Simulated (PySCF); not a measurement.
C7H10Si (SMILES C=CCC1=CC=C[SiH2]1)

```xyz
18

C     2.8064    0.4486   -1.1012
C     1.9908    0.6227   -0.0791
C     1.2601   -0.4799    0.6264
C    -0.2122   -0.3028    0.4280
C    -1.0621    0.1203    1.3748
C    -2.4530    0.2696    0.9755
C    -2.7410   -0.0188   -0.2998
Si   -1.1669   -0.5466   -1.1910
H     3.3028    1.2739   -1.5835
H     3.0210   -0.5316   -1.4951
H     1.7835    1.6168    0.2959
H     1.5004   -0.4456    1.6943
H     1.5769   -1.4452    0.2250
H    -0.7690    0.3429    2.3928
H    -3.1819    0.5996    1.7039
H    -3.7397    0.0559   -0.6958
H    -1.1787   -1.9410   -1.6372
H    -0.7461    0.3675   -2.2524
```

Geometry: GFN2-xTB.

All numbers below come from PBE0/pcSseg-1, SCF density, gas phase, non-relativistic (PySCF).

What will maps of the electron density and electron localisation function show?

Answer. C–C (1.34 Å): ρ is about 2.3 e/Å³ halfway; the ELF peaks at about 0.90 between the atoms (a multiple bond).
C–Si (1.88 Å): ρ at the midpoint is about 0.92 e/Å³; the ELF peaks at about 0.95 between the atoms, as expected for localised, covalent bonding.
C–H (1.08 Å): the density is about 2 e/Å³ at the midpoint; the ELF climbs to about 1 towards the hydrogen, as it does in any bond to H (a covalent bond by its length).
C–C (1.45 Å): ρ is about 1.9 e/Å³ halfway; the ELF peaks at about 0.95 between the atoms (a covalent bond).

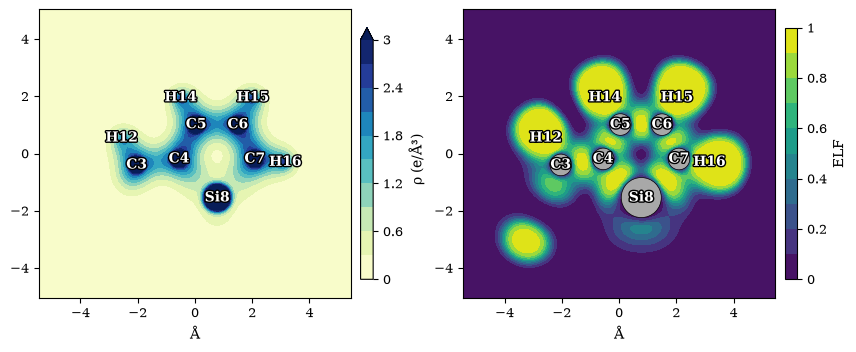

Computed electron density and electron localisation function on the plane of atoms C6, C5 and H14, in this order. Grey discs cover the atomic cores in the ELF map. 
